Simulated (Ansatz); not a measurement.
# Ruthenium, simple cubic under m-r²SCAN: ground state and equation of state

Aim: take ruthenium in the simple cubic structure, relax it, solve it on a dense k-mesh, then scale the cell to 7 volumes from 88 to 112 % of the relaxed one and try a fit of the equation of state. The start is ferromagnetic. The k-meshes are 13×13×13 for the relaxation; 21×21×21 for the dense run; 21×21×21 for the volumes.

This is Ru in the simple cubic structure; at room conditions it is hcp.

Method: DFT m-r2SCAN, plane waves (500 eV) with PAW, scalar-relativistic; PAW files made under PBE, frozen cores solved again for the functional; m-r²SCAN is r²SCAN on the gauge-invariant kinetic-energy density, in Ansatz 0.2.0.

## Step 1: The structure to begin with

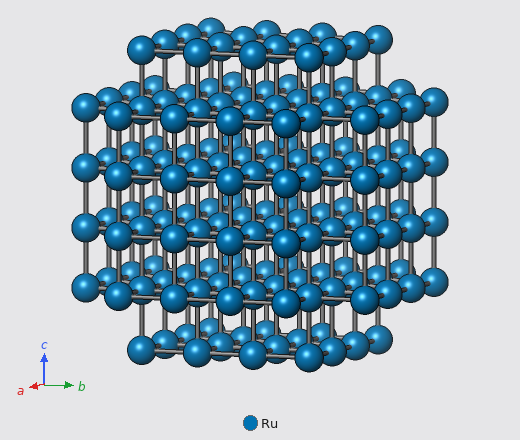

The structure, seen slightly off an axis (ruthenium blue). 3×3×3 cells are drawn. Any atoms on the faces are drawn again on the opposite ones, and bonded neighbours outside are added.

Coordinates:

```xyz
1
Lattice="2.4463 0.0000 0.0000 0.0000 2.4463 0.0000 0.0000 0.0000 2.4463" Properties=species:S:1:pos:R:3 pbc="T T T"
Ru    0.0000    0.0000    0.0000
```

The atoms start with moments of +1 μB.

## Step 2: Geometry optimisation

input.yaml reads:

```yaml
crystal:
  lattice:
    - [2.4462764308, 0.0, 0.0]
    - [0.0, 2.4462764308, 0.0]
    - [0.0, 0.0, 2.4462764308]
  atoms:
    - { symbol: Ru, position: [0.0, 0.0, 0.0], spin: 1.0 }
hamiltonian:
  xc: mr2scan
  pseudopotentials:
    kind: paw
    azcp:
      Ru: "pseudopotentials/Ru.paw.azcp"
basis:
  ecutwfc: 500
  fft_grid_basis: typed
kpoints:
  mp_grid: { grid: [13, 13, 13], shift: [0, 0, 0] }
magnetization:
  spin_polarized: true
scf:
  occupations: { method: fermi_dirac, width: 0.05 }
relax:
  max_steps: 60
  f_tol: 0.01
  cell: {}
```

Log:

```text
Warning: RAYON_NUM_THREADS=2 ignored (pool sized by the plan → 2); use --threads N
Engine: ansatz 0.2.0, aarch64-unknown-linux-gnu
Pseudopotentials: kind: paw
Pseudopotential: Ru, paw, valence charge 16, recommended cutoff 500 eV (meta_gga), <dir>
Functional definition: m-r2SCAN
  exchange = m_r2scan_x
  correlation = m_r2scan_c
Crystal: 1 atoms, lattice volume = 14.639 Å³
Basis set: ecut = 500 eV, 365 PW (Γ), exchange–correlation on 72×72×72 points (64 copies of the dense FFT grid, shifted against one another)
Bands: 13, of which v1, the nominal top of the filled ones, is band 8 counted from 1 (7 counted from 0)
Symmetry: 48 space group operations
Space group: Pm-3m (ITA 221), of the structure as read, at distance tolerance 2.4e-5 Å
Magnetic group: BNS 221.92 (UNI 1594), of the structure as read, at distance tolerance 2.4e-5 Å
k-points: 84 of 2197
Non-local potential: Ru, projectors of the file, l = 0: 3, l = 1: 2, l = 2: 2, l = 3: 1
PAW form: soft (Blöchl's): semilocal exchange-correlation on the pseudo side does not see the compensation charge
PAW frozen core: Ru, regenerated for the run's functional (the file was generated under x = pbe(κ = 0.804, μ = 0.2195149727645171), c = pbe(β = 0.06672455060314922))
PAW one-centre angular grid: Ru, 590 points (default); XC on 160 Gauss nodes
Initial density: superposition of atomic densities (chi_scale 0.1, normalization cell)
Starting moments: Σ|m| = 1 μB on 1 of 1 site
Initial wavefunctions: pseudopotential atomic-orbital guess
Functional: x = mr2scan, c = mr2scan; τ floored in thin density (d = 2e-4 eV/Å³)
SCF iter   1: F=—  HF=-5889.958922 eV  |F-HF|=—  |Δ(HF+E_count)|=         —  Δρ=5.57e-2 (↑5.57e-2 ↓3.79e-2)  dr2=1.11e0  dr2_τ=1.12e-2  dr2_m=4.47e-2  M=0.637 μB ∫|m|=0.637 μB  β_m=0.83  ethr=3.10e-3  ⟨swp⟩=5.9  Hψ=12361  notcnv=0
Mixer restart at iter 1: flushing history
preconditioner: auto → none  [metal: Δε(μ)=0.015 eV  Ē_g=13.566 eV  σ=0.050 eV  W_gap=0.07  n_scr=6 (ndim 8)  ℏωp=27.5 eV  f_vac=0.000  D(μ)=1.17/eV (n_scr^D=18)  sad-step TF]
SCF iter   2: F=—  HF=-5889.472641 eV  |F-HF|=—  |Δ(HF+E_count)|=   4.86e-1  Δρ=2.97e-2 (↑2.97e-2 ↓2.43e-2)  dr2=3.99e-1  dr2_τ=4.44e-3  dr2_m=4.82e-3  M=0.557 μB ∫|m|=0.561 μB  β_m=0.82  ethr=3.10e-3  ⟨swp⟩=2.0  Hψ=4261  notcnv=0  defer=66  κ⁻¹=1.0e0(r=1)
SCF iter   3: F=—  HF=-5889.399695 eV  |F-HF|=—  |Δ(HF+E_count)|=   7.29e-2  Δρ=8.74e-3 (↑8.74e-3 ↓5.13e-3)  dr2=1.48e-2  dr2_τ=4.30e-4  dr2_m=1.23e-3  M=0.418 μB ∫|m|=0.429 μB  β_m=1.00  ethr=2.50e-3  ⟨swp⟩=2.7  Hψ=3839  notcnv=0  defer=66  κ⁻¹=5.0e-2(r=2)
SCF iter   4: F=—  HF=-5889.544226 eV  |F-HF|=—  |Δ(HF+E_count)|=         —  Δρ=2.49e-2 (↑2.49e-2 ↓2.47e-2)  dr2=2.91e-3  dr2_τ=9.13e-3  dr2_m=8.02e-2  M=0.021 μB ∫|m|=0.025 μB  β_m=0.32  ethr=9.26e-5  ⟨swp⟩=2.5  Hψ=3886  notcnv=0  defer=64
Mixer restart at iter 4: flushing history
SCF iter   5: F=—  HF=-5889.521274 eV  |F-HF|=—  |Δ(HF+E_count)|=   2.30e-2  Δρ=1.64e-2 (↑1.63e-2 ↓1.64e-2)  dr2=1.42e-3  dr2_τ=2.74e-4  dr2_m=3.48e-2  M=0.034 μB ∫|m|=0.035 μB  β_m=0.45  ethr=1.82e-5  ⟨swp⟩=1.9  Hψ=3152  notcnv=0  defer=64  κ⁻¹=1.0e0(r=1)
SCF iter   6: F=—  HF=-5889.510986 eV  |F-HF|=—  |Δ(HF+E_count)|=   1.03e-2  Δρ=6.40e-3 (↑6.36e-3 ↓6.40e-3)  dr2=1.91e-4  dr2_τ=1.64e-4  dr2_m=5.32e-3  M=0.004 μB ∫|m|=0.005 μB  β_m=0.30  ethr=8.89e-6  ⟨swp⟩=2.2  Hψ=3323  notcnv=0  defer=64  κ⁻¹=1.7e-1(r=2)
SCF iter   7: F=—  HF=-5889.507389 eV  |F-HF|=—  |Δ(HF+E_count)|=   3.60e-3  Δρ=4.86e-4 (↑4.01e-4 ↓4.86e-4)  dr2=1.56e-5  dr2_τ=2.49e-6  dr2_m=2.04e-5  M=-0.006 μB ∫|m|=0.007 μB  β_m=0.30  ethr=1.19e-6  ⟨swp⟩=2.0  Hψ=3695  notcnv=0  defer=58  κ⁻¹=2.8e-4(r=3)
SCF iter   8: F=—  HF=-5889.507387 eV  |F-HF|=—  |Δ(HF+E_count)|=   2.45e-6  Δρ=2.19e-4 (↑1.54e-4 ↓2.19e-4)  dr2=1.43e-6  dr2_τ=3.41e-7  dr2_m=3.98e-6  M=-0.002 μB ∫|m|=0.003 μB  β_m=0.30  ethr=9.77e-8  ⟨swp⟩=1.6  Hψ=2877  notcnv=0  defer=57  κ⁻¹=1.7e-4(r=4)
SCF iter   9: F=—  HF=-5889.507386 eV  |F-HF|=—  |Δ(HF+E_count)|=   9.53e-7  Δρ=9.37e-5 (↑9.37e-5 ↓9.14e-5)  dr2=3.87e-7  dr2_τ=6.79e-8  dr2_m=9.11e-7  M=-0.001 μB ∫|m|=0.001 μB  β_m=0.30  ethr=8.93e-9  ⟨swp⟩=2.1  Hψ=3390  notcnv=0  defer=57  κ⁻¹=3.3e-5(r=5)
SCF iter  10: F=—  HF=-5889.507387 eV  |F-HF|=—  |Δ(HF+E_count)|=   1.45e-6  Δρ=5.00e-5 (↑5.00e-5 ↓3.96e-5)  dr2=2.15e-7  dr2_τ=1.20e-8  dr2_m=1.17e-7  M=-0.000 μB ∫|m|=0.000 μB  β_m=0.61  ethr=2.42e-9  ⟨swp⟩=2.0  Hψ=3526  notcnv=0  defer=57  κ⁻¹=2.5e-6(r=6)
SCF iter  11: F=—  HF=-5889.507388 eV  |F-HF|=—  |Δ(HF+E_count)|=   6.20e-7  Δρ=1.35e-5 (↑1.35e-5 ↓1.34e-5)  dr2=2.96e-8  dr2_τ=1.03e-9  dr2_m=4.16e-9  M=0.000 μB ∫|m|=0.000 μB  β_m=1.00  ethr=1.35e-9  ⟨swp⟩=2.5  Hψ=3216  notcnv=0  defer=57  κ⁻¹=7.4e-7(r=7)
SCF iter  12: F=—  HF=-5889.507388 eV  |F-HF|=—  |Δ(HF+E_count)|=   4.24e-8  Δρ=1.20e-6 (↑1.20e-6 ↓1.16e-6)  dr2=4.84e-10  dr2_τ=8.72e-12  dr2_m=2.80e-11  M=0.000 μB ∫|m|=0.000 μB  β_m=1.00  ethr=1.85e-10  ⟨swp⟩=2.6  Hψ=3438  notcnv=0  defer=57  κ⁻¹=1.6e-8(r=8)
SCF iter  13: F=—  HF=-5889.507388 eV  |F-HF|=—  |Δ(HF+E_count)|=   4.58e-9  Δρ=4.04e-6 (↑4.04e-6 ↓3.25e-6)  dr2=1.81e-10  dr2_τ=1.96e-10  dr2_m=1.74e-9  M=0.000 μB ∫|m|=0.000 μB  β_m=1.00  ethr=3.02e-12  ⟨swp⟩=1.2  Hψ=5815  notcnv=0  κ⁻¹=3.4e-9(r=8)
SCF iter  14: F=—  HF=-5889.507388 eV  |F-HF|=—  |Δ(HF+E_count)|=   4.91e-9  Δρ=1.03e-6 (↑1.03e-6 ↓7.04e-7)  dr2=4.33e-11  dr2_τ=1.06e-11  dr2_m=8.82e-11  M=0.000 μB ∫|m|=0.000 μB  β_m=1.00  ethr=1.13e-12  ⟨swp⟩=2.1  Hψ=4211  notcnv=0  κ⁻¹=1.2e-9(r=8)
SCF iter  15: F=—  HF=-5889.507388 eV  |F-HF|=—  |Δ(HF+E_count)|=  1.84e-10  Δρ=1.33e-6 (↑1.33e-6 ↓9.61e-7)  dr2=4.60e-11  dr2_τ=1.98e-11  dr2_m=1.69e-10  M=0.000 μB ∫|m|=0.000 μB  β_m=1.00  ethr=1.00e-12  ⟨swp⟩=1.0  Hψ=5938  notcnv=0  κ⁻¹=5.6e-8(r=8)
SCF iter  16: F=-5889.507388 eV  HF=-5889.507388 eV  |F-HF|=3.09e-11  |Δ(HF+E_count)|=  4.82e-10  Δρ=3.51e-7 (↑3.21e-7 ↓3.51e-7)  dr2=5.81e-13  dr2_τ=1.72e-12  dr2_m=1.49e-11  M=-0.000 μB ∫|m|=0.000 μB  ethr=1.00e-12  ⟨swp⟩=2.0  Hψ=4196  notcnv=0
WARN: the starting moments were not kept: the SCF closed with an absolute magnetisation of 2.2e-6 μB, where they sum to 1 μB in size (1 site). That is at most 0.1 of that sum. Measured as dr2_m measures the in/out step, that magnetisation stands 2.3e-12 eV from none, at or under the dr2_threshold of 1.0e-7 eV: it is no larger than a step whose dr2_m would equal this threshold. The system may hold no moment; this SCF shows only that its start led to no more than that. To try another start: raise the starting moments (crystal.atoms[].spin, magnetization.per_species, magnetization.initial_magnetization, or on a non-collinear deck that types none of these the spinor_matrix: blocks that start its atoms; where the total moment is fixed, keep their sum and leave initial_magnetization as it is; typed ones take the place of any that the run laid by itself, positive ones on a crystal's lanthanoids without a Hubbard term where scf.initial_density.shell_occupations: [] is typed) or, if the notice of its spin-set hold's release reads "site moments contracting" or "site moments show no strong build", lengthen the hold (scf.mixing.spin_hold: { on: { confirm: 4 } }; for m-r²SCAN on two components see the key's manual first). Each may lead to a state that holds a moment. A second SCF, from the converged charge density, with the starting moments and any scf.initial_density.shell_occupations laid on it anew, would have followed, and was not run: the deck does not ask for one (magnetization.retry_lost_moments is false, the default). To let it run, set magnetization.retry_lost_moments: true and run the deck again, where that key's refused combinations let it; where memory then withholds it, that run's warning says so.
SCF 1 converged in 16 iterations: F = -5889.507388 eV  dr2 = 5.81e-13
relax step   1: F+E_penalty+E_count = -5889.50738768 eV  Δ(F+E_penalty+E_count) = +0.000e0 eV  max|allowed force component| = 0.000e0 eV/Å  Δτ_max = 0.0000 Å  P = +14.721 GPa  Ω = 14.639 Å³  (16 SCF iters, dr2 threshold 1.00e-7 eV, accepted)
[... 24 lines left out ...]
relax step   2: F+E_penalty+E_count = -5889.53488985 eV  Δ(F+E_penalty+E_count) = -2.750e-2 eV  max|allowed force component| = 0.000e0 eV/Å  Δτ_max = 0.0000 Å  P = -5.600 GPa  Ω = 15.833 Å³  energy of the carried Pulay correction = -9.074e-4 eV  (15 SCF iters, dr2 threshold 1.00e-7 eV, accepted)
[... 19 lines left out ...]
relax step   3: F+E_penalty+E_count = -5889.54196680 eV  Δ(F+E_penalty+E_count) = -7.077e-3 eV  max|allowed force component| = 0.000e0 eV/Å  Δτ_max = 0.0000 Å  P = -0.574 GPa  Ω = 15.485 Å³  energy of the carried Pulay correction = -6.503e-4 eV  (14 SCF iters, dr2 threshold 1.00e-7 eV, accepted)
[... 17 lines left out ...]
relax step   4: F+E_penalty+E_count = -5889.54206214 eV  Δ(F+E_penalty+E_count) = -9.533e-5 eV  max|allowed force component| = 0.000e0 eV/Å  Δτ_max = 0.0000 Å  P = +0.027 GPa  Ω = 15.446 Å³  energy of the carried Pulay correction = -6.213e-4 eV  (12 SCF iters, dr2 threshold 1.00e-7 eV, accepted)
[... 17 lines left out ...]
relax step   5: F+E_penalty+E_count = -5889.54273233 eV  Δ(F+E_penalty+E_count) = -6.702e-4 eV  max|allowed force component| = 0.000e0 eV/Å  Δτ_max = 0.0000 Å  P = +0.043 GPa  Ω = 15.446 Å³  stress off target by 4.26e-2 GPa  SCF on the basis re-selected at this cell (its energy is not comparable with the rows above)  (11 SCF iters)
basis re-selected at this cell: Δ(F+E_penalty+E_count) = -6.702e-4 eV, ΔP = +0.015 GPa vs the last step (what re-selecting the basis moved, of the pressure what is left beyond the Pulay correction that the steps carried, after the strain that the cell walked since its last selection, with what the two solves' SCF thresholds leave and, on support functions, any second-order correction that the steps lacked; it is no measure of the basis error at this ecutwfc). The dense FFT grid was sized anew with the basis: this SCF ran on 20×20×20 points, the steps before it on 18×18×18, so part of this shift can come from that change (see relax.cell in the input reference). This SCF's stress stands 4.26e-2 GPa from its target on what of the cell is left free (relax.cell.stress_tol is 5.00e-2 GPa) and its largest allowed force component is 0.00e0 eV/Å (relax.f_tol is 1.00e-2 eV/Å): within both
SCF converged after 11 iterations
Stability not checked: this state was not tested for a lower state beside it, because the mixer in use, unlike msr1, does not test its closes by its own steps (another_mixer; see scf.mixing.algorithm and scf.lower_state_search)
Magnetization: -0.0000 μB (8.0000 up, 8.0000 down)
Absolute magnetization: 0.0000 μB (∫|ρ↑−ρ↓|, with the PAW one-centre terms)
Spin contamination: 0.0000 ħ² per cell (⟨S²⟩ above its minimum at these occupations)
Per-site moments (μB) at R_I (Å): [(-4.6208769194587343e-10, 1.0272954552702247)]
Free energy (F): -5889.542732 eV
Harris-Foulkes:  -5889.542732 eV  (|F-HF|=9.09e-13)
Internal energy: -5889.533675 eV  (E = F + TS)
E sigma→0 (E₀):  -5889.538204 eV
Entropy (-TS):   -0.009057 eV (-9.057 meV/atom)
Fermi energy:    20.220624 eV
--- Per-component energies (eV) ---
  E_band       = -117.052846
  E_kinetic    = 516.200423
  E_local      = -1473.645902  (includes V_loc(G=0)·N_el)
  E_nonlocal   = 345.722729
  E_hartree    = 486.053745
  E_xc         = -183.468776
  E_vxc        = -265.698854  (∫ρ·V_xc dr)
  E_paw        = -3480.201408  (= ΣΔE_a)
  E_vpaw       = -230.485670  (= ΣTr[D̂ρ^β])
  E_aug_tail   = 0.000098  (compensation charges beyond the density's cutoff)
  E_vtau       = 18.746829  (kinetic-family band-sum trace: ∫τ·v_τ [+ j·A + Jᵃ·Aᵃ] dr)
  E_ewald      = -2099.883629
  E_core_change = -0.310956  (= ΣΔE_core)
  E_smearing   = -0.009057  (= −TS)
  E_closure    = 0.000000  (closes the sum)
  Σ components = -5889.542732   (vs F -5889.542732, Δ=0.00e0)
--- Forces (eV/Å), atoms counted from 1 ---
  atom   1  Ru     0.00000000    -0.00000000    -0.00000000
  max |Σ_I F_I| component: 1.03e-32 eV/Å
--- Stress (GPa, compression-positive) ---
        0.042639       0.000000       0.000000
        0.000000       0.042639       0.000000
        0.000000       0.000000       0.042639
  P = ⅓ Tr σ = 0.0426 GPa (0.426 kbar)
--- Relaxed structure (4 steps of the walk, 4 accepted, 1 SCFs on fresh bases) ---
  F+E_penalty+E_count = -5889.54273233 eV   max|allowed force component| = 0.000e0 eV/Å   (the final SCF, on the basis selected at the relaxed cell)
  cell:  # Å, volume = 15.4459 Å³
    - [2.490413224897514, 1.2839532962581571e-33, 0.0]
    - [2.567906592516315e-34, 2.490413224897514, -3.209883240645393e-35]
    - [0.0, -3.209883240645393e-35, 2.490413224897514]
  atoms:
    - { symbol: Ru, position: [0.0, 0.0, 0.0] }
```

Run time: 15 s. Hardware: 2 threads of an Arm CPU, shared host; peak memory 0.31 GiB.

Step by step:

```csv
step,energy change (meV/atom),largest force (eV/Å),pressure (GPa),volume (Å³/atom)
1,0.00,0.0000,14.72,14.639
2,-27.50,0.0000,-5.60,15.833
3,-34.58,0.0000,-0.57,15.485
4,-34.67,0.0000,0.03,15.446
5,-35.34,0.0000,0.04,15.446
```

Steps that repeat a cell are solved on a basis chosen anew, so their changes of energy are no gain of the relaxation.

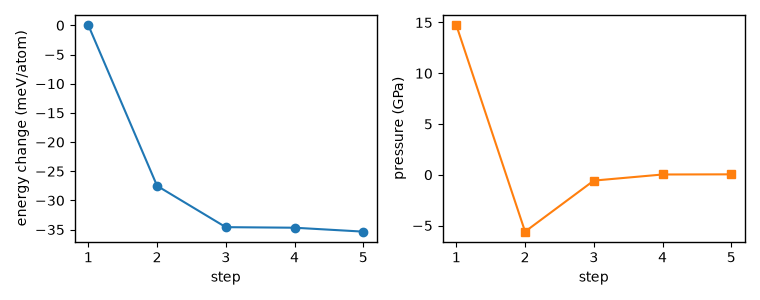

Energy and pressure over the accepted steps.

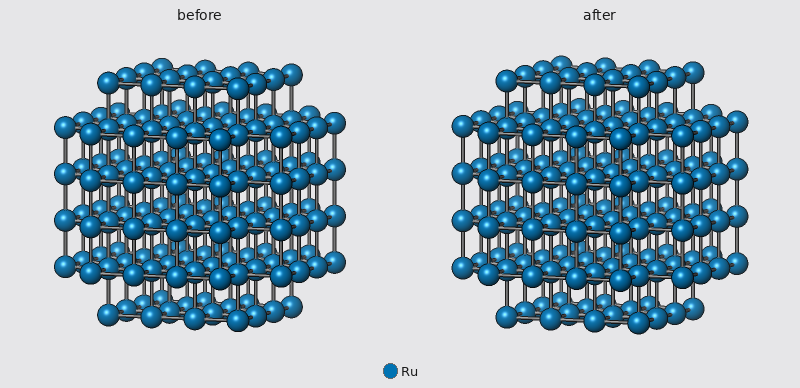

Start and end of the relaxation side by side. The cells drawn are those of the first picture.

The cell of the run, before and after:

|  | before | after | change |
| --- | --- | --- | --- |
| a (Å) | 2.446 | 2.490 | +1.8 % |
| b (Å) | 2.446 | 2.490 | +1.8 % |
| c (Å) | 2.446 | 2.490 | +1.8 % |
| volume (Å³/atom) | 14.639 | 15.446 | +5.5 % |
| shortest distance (Å) | 2.446 | 2.490 | +1.8 % |
| space group (spins left aside) | Pm-3m | Pm-3m | same |

## Step 3: The energy on a finer k-mesh

input.yaml reads:

```yaml
crystal:
  lattice:
    - [2.4904132249, 0.0, 0.0]
    - [0.0, 2.4904132249, 0.0]
    - [0.0, 0.0, 2.4904132249]
  atoms:
    - { symbol: Ru, position: [0.0, 0.0, 0.0], spin: 1.0 }
hamiltonian:
  xc: mr2scan
  pseudopotentials:
    kind: paw
    azcp:
      Ru: "pseudopotentials/Ru.paw.azcp"
basis:
  ecutwfc: 500
  fft_grid_basis: typed
kpoints:
  mp_grid: { grid: [21, 21, 21], shift: [0, 0, 0] }
magnetization:
  spin_polarized: true
scf:
  occupations: { method: fermi_dirac, width: 0.05 }
```

Log (excerpt; [...] marks lines left out):

```text
Warning: RAYON_NUM_THREADS=2 ignored (pool sized by the plan → 2); use --threads N
[...]
[... 3 set-up lines as earlier in the session ...]
[...]
Crystal: 1 atoms, lattice volume = 15.446 Å³
Basis set: ecut = 500 eV, 389 PW (Γ), exchange–correlation on 80×80×80 points (64 copies of the dense FFT grid, shifted against one another)
Bands: 13, of which v1, the nominal top of the filled ones, is band 8 counted from 1 (7 counted from 0)
[... 1 set-up line as earlier in the session ...]
Space group: Pm-3m (ITA 221), of the structure as read, at distance tolerance 2.5e-5 Å
Magnetic group: BNS 221.92 (UNI 1594), of the structure as read, at distance tolerance 2.5e-5 Å
k-points: 286 of 9261
[...]
Starting moments: Σ|m| = 1 μB on 1 of 1 site
[...]
SCF iter   1: F=—  HF=-5890.010824 eV  |F-HF|=—  |Δ(HF+E_count)|=         —  Δρ=5.26e-2 (↑5.26e-2 ↓3.74e-2)  dr2=1.13e0  dr2_τ=1.15e-2  dr2_m=3.65e-2  M=0.671 μB ∫|m|=0.672 μB  β_m=0.91  ethr=3.10e-3  ⟨swp⟩=6.0  Hψ=42500  notcnv=0
[...]
SCF iter  17: F=-5889.542646 eV  HF=-5889.542646 eV  |F-HF|=1.09e-11  |Δ(HF+E_count)|=  1.14e-10  Δρ=2.66e-7 (↑2.22e-7 ↓2.66e-7)  dr2=4.11e-13  dr2_τ=9.46e-13  dr2_m=8.22e-12  M=-0.000 μB ∫|m|=0.000 μB  ethr=1.00e-12  ⟨swp⟩=2.0  Hψ=12946  notcnv=0
[...]
WARN: the starting moments were not kept: the SCF closed with an absolute magnetisation of 4.2e-6 μB, where they sum to 1 μB in size (1 site). That is at most 0.1 of that sum. Measured as dr2_m measures the in/out step, that magnetisation stands 8.9e-12 eV from none, at or under the [...]
this state was not tested for a lower state beside it, because the mixer in use, unlike msr1, does not test its closes by its own steps (another_mixer; see scf.mixing.algorithm and scf.lower_state_search)
SCF converged after 17 iterations
Magnetization: -0.0000 μB (8.0000 up, 8.0000 down)
Absolute magnetization: 0.0000 μB (∫|ρ↑−ρ↓|, with the PAW one-centre terms)
Spin contamination: 0.0000 ħ² per cell (⟨S²⟩ above its minimum at these occupations)
Per-site moments (μB) at R_I (Å): [(-3.7792829329880426e-6, 1.02729545527125)]
Free energy (F): -5889.542646 eV
[...]
E sigma→0 (E₀):  -5889.536562 eV
Entropy (-TS):   -0.012169 eV (-12.169 meV/atom)
Fermi energy:    20.226003 eV
[...]
```

It took 12 s on 2 threads of an Arm CPU, shared host; peak memory 0.39 GiB.

## Step 4: Equation of state: 88 %

Changes to input.yaml since step 3:

```diff
@@ -2,5 +2,5 @@
   lattice:
-    - [2.4904132249, 0.0, 0.0]
-    - [0.0, 2.4904132249, 0.0]
-    - [0.0, 0.0, 2.4904132249]
+    - [2.3865230756, 0.0, 0.0]
+    - [0.0, 2.3865230756, 0.0]
+    - [0.0, 0.0, 2.3865230756]
   atoms:
@@ -22 +22,3 @@
   occupations: { method: fermi_dirac, width: 0.05 }
+output:
+  stress: true
```

Log (excerpt; [...] marks lines left out):

```text
Warning: RAYON_NUM_THREADS=2 ignored (pool sized by the plan → 2); use --threads N
[...]
[... 3 set-up lines as earlier in the session ...]
[...]
Crystal: 1 atoms, lattice volume = 13.592 Å³
Basis set: ecut = 500 eV, 341 PW (Γ), exchange–correlation on 72×72×72 points (64 copies of the dense FFT grid, shifted against one another)
Bands: 13, of which v1, the nominal top of the filled ones, is band 8 counted from 1 (7 counted from 0)
[... 2 set-up lines as earlier in the session ...]
Magnetic group: BNS 221.92 (UNI 1594), of the structure as read, at distance tolerance 2.4e-5 Å
k-points: 286 of 9261
[...]
Starting moments: Σ|m| = 1 μB on 1 of 1 site
[...]
SCF iter   1: F=—  HF=-5889.704616 eV  |F-HF|=—  |Δ(HF+E_count)|=         —  Δρ=5.91e-2 (↑5.91e-2 ↓3.87e-2)  dr2=1.06e0  dr2_τ=1.08e-2  dr2_m=5.37e-2  M=0.594 μB ∫|m|=0.594 μB  β_m=0.74  ethr=3.10e-3  ⟨swp⟩=5.9  Hψ=42042  notcnv=0
[...]
WARN: the starting moments were not kept: the SCF closed with an absolute magnetisation of 2.1e-6 μB, where they sum to 1 μB in size (1 site). That is at most 0.1 of that sum. Measured as dr2_m measures the in/out step, that magnetisation stands 2.2e-12 eV from none, at or under the [...]
this state was not tested for a lower state beside it, because the mixer in use, unlike msr1, does not test its closes by its own steps (another_mixer; see scf.mixing.algorithm and scf.lower_state_search)
SCF converged after 15 iterations
Magnetization: -0.0000 μB (8.0000 up, 8.0000 down)
Absolute magnetization: 0.0000 μB (∫|ρ↑−ρ↓|, with the PAW one-centre terms)
Spin contamination: 0.0000 ħ² per cell (⟨S²⟩ above its minimum at these occupations)
Per-site moments (μB) at R_I (Å): [(-1.8497668388468985e-6, 0.9844407686850001)]
Free energy (F): -5889.328404 eV
[...]
E sigma→0 (E₀):  -5889.323294 eV
Entropy (-TS):   -0.010221 eV (-10.221 meV/atom)
Fermi energy:    23.750221 eV
[...]
--- Stress (GPa, compression-positive) ---
       41.543649       0.000000       0.000000
        0.000000      41.543649       0.000000
        0.000000       0.000000      41.543649
  P = ⅓ Tr σ = 41.5436 GPa (415.436 kbar)
```

Wall time 11 s (2 threads of an Arm CPU, shared host); peak memory 0.38 GiB.

[end of part 1 of 2]
